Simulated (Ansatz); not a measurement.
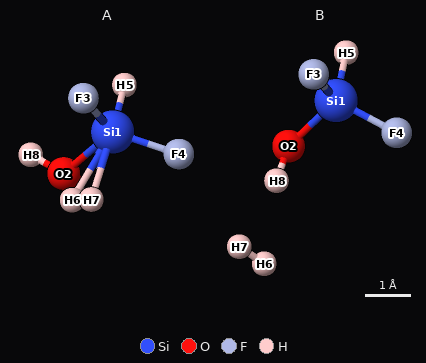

Two geometries of SiH₄OF₂ (started from a transition state, displaced along its imaginary mode), drawn at one scale. One is the start of a relaxation, the other its converged end. A ball-and-stick model, seen from a free direction.

Level of theory: RKS PBE0-D4/def2-TZVP (Ansatz). (force threshold 0.005 eV/Å; at most 200 steps)

### Which one is relaxed?

Structure B is the relaxed one. H7 moves most after the best rigid fit: 1.82 Å. By element the largest moves are H 1.82 Å, Si 0.81 Å, F 0.69 Å, O 0.68 Å. Among the contacts that change: Si1–H6 1.817 → 4.103 Å, Si1–H7 1.828 → 4.108 Å, O2–H6 1.441 → 3.058 Å, Si1–O2 1.761 → 1.613 Å. Among the angles between lasting bonds that change: O2–Si1–F4 122.3° → 111.2°, O2–Si1–H5 98.0° → 108.7°, F4–Si1–H5 101.0° → 110.1°. Groups turn about Si1–O2 by about 130°. After 57 accepted moves (70 points after the start) the energy has fallen by 1.953 eV. The largest force component goes from 3.2 to 0.0019 eV/Å. The line search rejected the trial steps at points 10, 13, 18, 20, 22, 28, 34, 37 and more of the run. The run took 97 s on 4 threads of Arm Neoverse V2, on a shared host.
